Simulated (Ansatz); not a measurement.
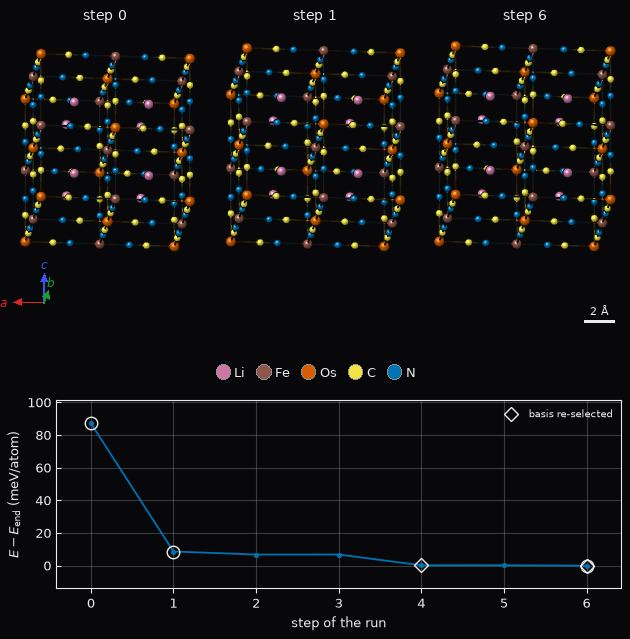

Frames of a relaxation of solid Li2FeOsC6N6 (a generated structure, set up in Fm-3m) (coarse preliminary run), marked on the history of the run. A ball-and-stick model of the conventional cell (4 times the calculation's cell), seen from a free direction. Lengths and directions refer to the drawn axes.

The calculation used DFT PBE, scalar-relativistic, plane waves, PAW (Ansatz 0.2.0). Settings: plane-wave cutoff 420 eV; k-point mesh 4 × 4 × 4; occupations gaussian; smearing width 0.1 eV; collinear spin; cell and atoms relaxed; force threshold 0.04 eV/Å; at most 70 steps.

> Describe the path.

The largest moves relative to the cell, 0.043 Å, are those of C atoms. By element the largest moves are C 0.043 Å, N 0.004 Å. Li and Os and Fe stay in place. Cell: a = b = c 10.192 → 10.605 Å (+4.1 %). Volume +12.7 %. Among the contacts that change: C–Os 1.896 → 2.016 Å, Fe–N 2.030 → 2.109 Å, C–N 1.170 → 1.178 Å. The space group stays Fm-3m (No. 225). The energy falls by 87.3 meV per atom in 4 accepted moves (6 points after the start). Largest force component: 2.4 eV/Å at the start, 0.0064 eV/Å at the end. The pressure goes from 12.07 to 0.08 GPa. At 2 points the geometry stayed and the basis and grid were re-selected for the new cell (energy shift of 6.6 meV per atom at most each time). Cost: 120 s on 1 thread of AMD EPYC 7R13 Processor (Zen 3), on a shared host, peak memory 0.88 GiB. From step 0 to 1: C atoms move most (0.05 Å), volume +9.2 %, energy −78.6 meV per atom. From step 1 to 6: N atoms move most (0.02 Å), volume +3.2 %, energy −8.7 meV per atom.

```
step  E − E(0), meV/atom  largest force component, eV/Å  pressure, GPa  volume, Å³/atom                      note
   0                0.00                         2.3646          12.07           16.542                          
   1              -78.57                         0.3899           1.25           18.059                          
   2              -80.43                         0.1160           0.23           18.399                          
   3              -80.40                         0.0063           0.01           18.499                          
   4              -87.01                         0.0116           0.49           18.499  same geometry, new basis
   5              -86.99                         0.0069           0.07           18.635                          
   6              -87.25                         0.0064           0.08           18.635  same geometry, new basis
```
